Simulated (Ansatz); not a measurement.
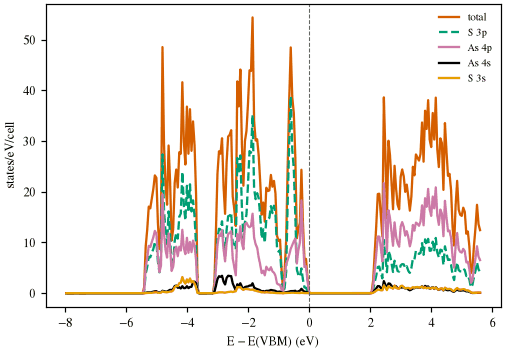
Figure. Total and projected density of states of AsS in space group P2_1/c (No. 14; Pearson symbol mP32), r²SCAN (plane waves, PAW; program Ansatz)

Problem. Which orbitals carry the states next to the gap?

Solution. Top 1 eV of the valence band: S 3p 58 %, As 4p 39 %. Bottom 1 eV of the conduction band: As 4p 56 %, S 3p 26 %, As 4s 6 %, outside the projected shells 7 %. Projections are on Löwdin-orthogonalised atomic valence shells; empty p or d shells of many metals are not among them.

Problem. Where is the tallest occupied peak in this window, and what makes it?

Solution. Near -1.9 eV, about 54 states/eV per cell; the largest projected share is S 3p.

The workflow started from a Materials Project entry (that database holds measured and hypothetical structures alike); the Crystallography Open Database files this formula in space group No. 14, but the cells were not matched. Whether it is the stable phase at ambient conditions was not checked. Symmetry was held in the r²SCAN relaxation; whether a distortion lowers the energy is not shown. A crystal of weakly bound molecules computed without a dispersion correction: the cell and the soft elastic constants depend strongly on that. Scalar-relativistic: spin–orbit coupling is off unless named, which matters more the heavier the elements.

Potentials: the later of the program's two PAW sets.
